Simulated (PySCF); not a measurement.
# PH₃: NMR shifts at several levels of theory, part 2 of 2

PySCF 2.14.0. Atoms count from 0. Earlier steps stand in the parts before.

### 12 Shielding tensors: B3LYP/pcSseg-2

The job: settings as JSON, then the geometry in Å.

```
{"job": {"kind": "nmr", "xc": "B3LYP", "basis": "pcSseg-2", "pop": false}, "charge": 0, "multiplicity": 1}
P      0.028278    -0.029998     0.566707
H     -0.480656     1.067216    -0.194062
H      1.217165    -0.121078    -0.220784
H     -0.661027    -0.997030    -0.228051
```

Level: GIAO B3LYP/pcSseg-2 NMR shielding, non-relativistic, gas phase.

The log of the run:

```text
coarse grid: 3488 points
cycle   1  E = -343.1795624925  dE = -1.898e-01  |g| = 1.073e-01  |ddm| = 1.184e+00
cycle   2  E = -343.1809656481  dE = -1.403e-03  |g| = 6.333e-02  |ddm| = 2.078e-01
cycle   3  E = -343.1822718977  dE = -1.306e-03  |g| = 2.576e-02  |ddm| = 9.832e-02
cycle   4  E = -343.1823932136  dE = -1.213e-04  |g| = 1.638e-03  |ddm| = 2.164e-02
cycle   5  E = -343.1823936562  dE = -4.426e-07  |g| = 3.597e-04  |ddm| = 1.521e-03
final grid: 28048 points
cycle   6  E = -343.1854089326  dE = -5.147e-06  |g| = 9.059e-04  |ddm| = 7.504e-03
cycle   7  E = -343.1854089807  dE = -4.814e-08  |g| = 5.005e-04  |ddm| = 8.384e-04
cycle   8  E = -343.1854090306  dE = -4.983e-08  |g| = 9.691e-05  |ddm| = 4.373e-04
cycle   9  E = -343.1854090332  dE = -2.620e-09  |g| = 2.126e-05  |ddm| = 1.176e-04
cycle  10  E = -343.1854090333  dE = -1.278e-10  |g| = 3.230e-06  |ddm| = 2.285e-05
converged SCF energy = -343.1854090333

GIAO shielding tensors (ppm)
atom      isotropic    diamagn.    paramagn.     s11        s22        s33       span
  0 P      554.840     965.258    -410.419    515.858    574.320    574.342     58.485
  1 H       29.371      29.554      -0.184     25.493     26.469     36.149     10.656
  2 H       29.369      29.530      -0.161     25.492     26.469     36.147     10.656
  3 H       29.369      29.540      -0.171     25.492     26.469     36.146     10.655
```

It took 0.96 s on 1 thread of Arm Neoverse V2, shared host; peak memory 0.31 GiB.

Key values: δ P0 -271.5, H1 2.02 ppm (means over like atoms).

### 13 Nuclear shieldings: PBE0/pcSseg-2

The job: settings as JSON, then the geometry in Å.

```
{"job": {"kind": "nmr", "xc": "PBE0", "basis": "pcSseg-2", "pop": false}, "charge": 0, "multiplicity": 1}
P      0.028278    -0.029998     0.566707
H     -0.480656     1.067216    -0.194062
H      1.217165    -0.121078    -0.220784
H     -0.661027    -0.997030    -0.228051
```

Level: GIAO PBE0/pcSseg-2 NMR shielding, non-relativistic, gas phase.

The log of the run:

```text
coarse grid: 3488 points
cycle   1  E = -343.0165323123  dE = -1.957e-01  |g| = 1.068e-01  |ddm| = 1.193e+00
cycle   2  E = -343.0181212290  dE = -1.589e-03  |g| = 5.564e-02  |ddm| = 1.825e-01
cycle   3  E = -343.0191159829  dE = -9.948e-04  |g| = 2.221e-02  |ddm| = 8.391e-02
cycle   4  E = -343.0192112483  dE = -9.527e-05  |g| = 1.569e-03  |ddm| = 1.904e-02
cycle   5  E = -343.0192117443  dE = -4.960e-07  |g| = 1.425e-04  |ddm| = 1.851e-03
final grid: 28048 points
cycle   6  E = -343.0233660922  dE = -1.179e-05  |g| = 1.943e-03  |ddm| = 1.318e-02
cycle   7  E = -343.0233664280  dE = -3.359e-07  |g| = 1.714e-03  |ddm| = 3.481e-03
cycle   8  E = -343.0233670909  dE = -6.629e-07  |g| = 7.409e-05  |ddm| = 1.577e-03
cycle   9  E = -343.0233670922  dE = -1.274e-09  |g| = 2.913e-05  |ddm| = 8.342e-05
cycle  10  E = -343.0233670924  dE = -2.050e-10  |g| = 2.925e-06  |ddm| = 1.992e-05
converged SCF energy = -343.0233670924

GIAO shielding tensors (ppm)
atom      isotropic    diamagn.    paramagn.     s11        s22        s33       span
  0 P      576.515     965.459    -388.944    534.938    597.292    597.314     62.375
  1 H       29.200      29.440      -0.239     25.195     26.162     36.244     11.049
  2 H       29.199      29.412      -0.212     25.194     26.161     36.242     11.048
  3 H       29.199      29.423      -0.224     25.194     26.161     36.241     11.047
```

It took 0.96 s on 1 thread of Arm Neoverse V2, shared host; peak memory 0.31 GiB.

Key values: δ P0 -279.9, H1 2.05 ppm (means over like atoms).

### 14 Shielding tensors: mPW1PW91/pcSseg-2

The job: settings as JSON, then the geometry in Å.

```
{"job": {"kind": "nmr", "xc": "mPW1PW91", "basis": "pcSseg-2", "pop": false}, "charge": 0, "multiplicity": 1}
P      0.028278    -0.029998     0.566707
H     -0.480656     1.067216    -0.194062
H      1.217165    -0.121078    -0.220784
H     -0.661027    -0.997030    -0.228051
```

Method: GIAO mPW1PW91/pcSseg-2 NMR shielding, non-relativistic, gas phase.

The log of the run:

```text
coarse grid: 3488 points
cycle   1  E = -343.1690531705  dE = -1.961e-01  |g| = 1.028e-01  |ddm| = 1.192e+00
cycle   2  E = -343.1706580779  dE = -1.605e-03  |g| = 5.691e-02  |ddm| = 1.854e-01
cycle   3  E = -343.1717113633  dE = -1.053e-03  |g| = 2.111e-02  |ddm| = 8.315e-02
cycle   4  E = -343.1717916769  dE = -8.031e-05  |g| = 1.523e-03  |ddm| = 1.727e-02
cycle   5  E = -343.1717921253  dE = -4.484e-07  |g| = 1.591e-04  |ddm| = 1.866e-03
final grid: 28048 points
cycle   6  E = -343.1754488772  dE = -8.865e-06  |g| = 1.862e-03  |ddm| = 1.246e-02
cycle   7  E = -343.1754491388  dE = -2.616e-07  |g| = 1.566e-03  |ddm| = 2.981e-03
cycle   8  E = -343.1754496416  dE = -5.028e-07  |g| = 6.030e-05  |ddm| = 1.390e-03
cycle   9  E = -343.1754496424  dE = -8.307e-10  |g| = 2.868e-05  |ddm| = 7.062e-05
converged SCF energy = -343.1754496424

GIAO shielding tensors (ppm)
atom      isotropic    diamagn.    paramagn.     s11        s22        s33       span
  0 P      571.268     965.605    -394.338    530.763    591.509    591.532     60.769
  1 H       29.245      29.494      -0.249     25.264     26.243     36.228     10.964
  2 H       29.244      29.466      -0.222     25.263     26.242     36.227     10.963
  3 H       29.244      29.478      -0.234     25.263     26.242     36.226     10.962
```

Run time: 0.92 s. Hardware: 1 thread of Arm Neoverse V2, shared host; peak memory 0.31 GiB.

This run: δ P0 -276.3, H1 2.05 ppm (means over like atoms).

### 15 Comparing the runs: NMR shifts

Shifts (ppm), means over like atoms, with basis size and wall time:

| run | H1 | P0 | functions | time |
| --- | --- | --- | --- | --- |
| HF/pcSseg-2 | 2.25 | -237.0 | 85 | 0.39 s |
| LDA/pcSseg-2 | 1.95 | -314.5 | 85 | 1.1 s |
| PBE/pcSseg-2 | 1.96 | -287.0 | 85 | 1.4 s |
| BLYP/pcSseg-2 | 1.95 | -275.6 | 85 | 1.3 s |
| BP86/pcSseg-2 | 1.98 | -282.0 | 85 | 1.3 s |
| OPBE/pcSseg-2 | 2.00 | -277.1 | 85 | 1.4 s |
| KT2/pcSseg-2 | 1.91 | -276.7 | 85 | 1.3 s |
| KT3/pcSseg-2 | 1.92 | -261.6 | 85 | 1.3 s |
| B97-D/pcSseg-2 | 2.01 | -264.8 | 85 | 1.3 s |
| B3LYP/pcSseg-2 | 2.02 | -271.5 | 85 | 0.96 s |
| PBE0/pcSseg-2 | 2.05 | -279.9 | 85 | 0.96 s |
| mPW1PW91/pcSseg-2 | 2.05 | -276.3 | 85 | 0.92 s |

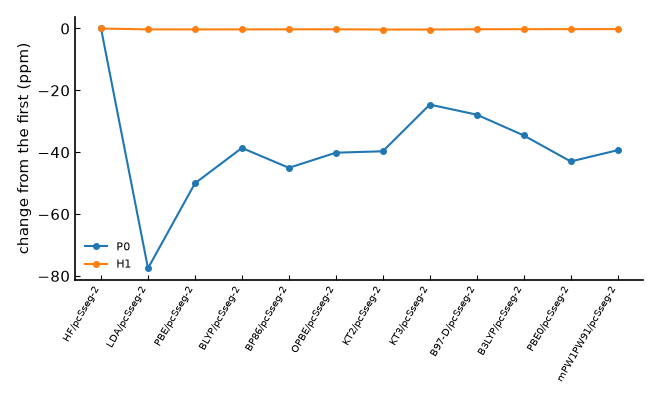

How the tabulated atoms move from run to run.

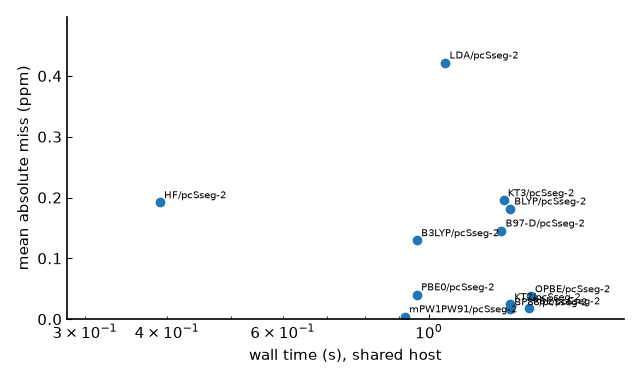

Cost against miss for the one measured ¹H shielding.

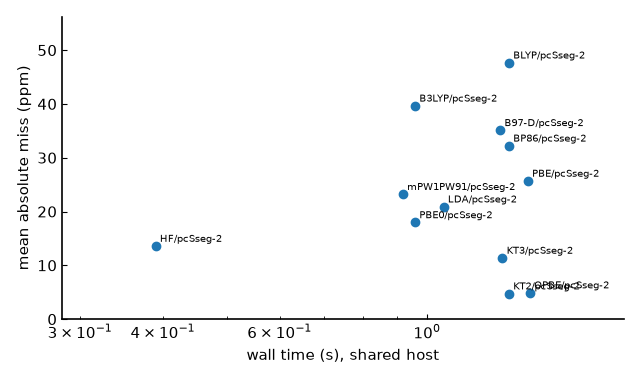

Cost against miss for the one measured ³¹P shielding.

### 16 Outcome

The summary covers parts 1 to 2.

```
                                                            quantity                                     value
                                                         point group                                       C3v
                                rotational constants (main isotopes)                131.44, 131.43, 116.75 GHz
¹H shifts against TMS (HF/pcSseg-2, means over atoms taken as alike)                                  2.25 ppm
                              ³¹P shifts against H3PO4 (HF/pcSseg-2)                                -237.0 ppm
                            measured, and computed on the same scale  H1 σ 29.24, 29.43; P0 σ 594.5, 580.9 ppm
                                            range of the shift of P0                      -314.5 to -237.0 ppm
```

What this shows: Single values in the summary come from the first run of each kind that ended normally (HF/pcSseg-2), which need not be the best level. The start was shaken at random, so part of the energy gained undoes that. At HF/pcSseg-2: The widest tensor belongs to P0: span 37 ppm, with a paramagnetic part of -382 ppm. The one measured ¹H shielding is missed by +0.19 ppm (computed less measured, unscaled). The one measured ³¹P shielding is missed by -13.6 ppm (computed less measured, unscaled). Vibration and temperature are missing from the calculation, so part of the miss against the measured shifts is not the functional's. In ppm, P0 moves most: its shift spreads over 77.5 ppm, from -314.5 (LDA/pcSseg-2) to -237.0 (HF/pcSseg-2). Most of that comes from the computed reference, not from the atom's own shielding. For the one measured ³¹P shielding, KT2/pcSseg-2 misses least (4.7 ppm, 1.3 s) and BLYP/pcSseg-2 most (47.7 ppm, 1.3 s); the quickest, HF/pcSseg-2, misses by 13.6 ppm in 0.39 s. One molecule ranks no method: errors cancel, and vibration and temperature are missing from all runs.
